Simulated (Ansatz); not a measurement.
The calculation's input:

```
crystal:
  periodic: [false, false, false]
  atoms:
    - { symbol: Ga, position_ang: [0.015131, 0.670543, -0.414671] }
    - { symbol: H, position_ang: [-0.03236, -0.127597, 2.24108] }
    - { symbol: "N", position_ang: [1.616302, -0.188659, -0.696284] }
    - { symbol: H, position_ang: [1.685254, -0.737925, -1.557937] }
    - { symbol: H, position_ang: [2.477727, 0.352144, -0.58591] }
    - { symbol: "N", position_ang: [-1.572136, 0.106233, -1.124831] }
    - { symbol: H, position_ang: [-1.699314, -0.877697, -1.372863] }
    - { symbol: H, position_ang: [-2.440531, 0.487622, -0.741624] }
    - { symbol: O, position_ang: [-0.097329, 2.197206, 0.534465] }
    - { symbol: H, position_ang: [0.765396, 2.545629, 0.819318] }
    - { symbol: H, position_ang: [-0.08484, 0.5631, 2.030558] }
basis:
  gaussian: { orbitals: def2-SVP }
hamiltonian:
  xc: pbe
  dispersion: d4
relax:
  f_tol: 0.03
  max_steps: 50
output:
  orbitals: {}
```

Launched as:

```sh
ansatz run input.yaml --threads 2 --pin off --max-ram 3072MiB --backend cpu --events-out ev --progress --plain --runs-dir out
```

The fields are those of the run's last geometry, not of the input's.

Computed with Ansatz 0.2.0, RKS PBE-D4/def2-SVP.

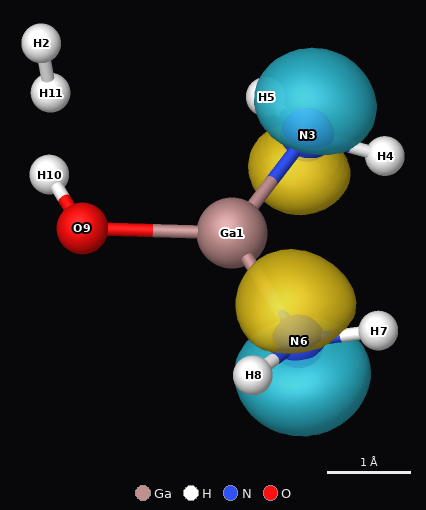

GaH5N2O···H2. One frontier orbital at ±0.2 Å⁻³ᐟ² (yellow and cyan are the two phases), seen at an oblique angle.

Q: Which orbital is it: HOMO or LUMO?

A: The HOMO, at −5.41 eV. By Hirshfeld shares it lies mainly on N6 (about 50 %), N3 (about 30 %) and Ga1 (about 10 %); largely a combination of lone pairs on N6 and N3.
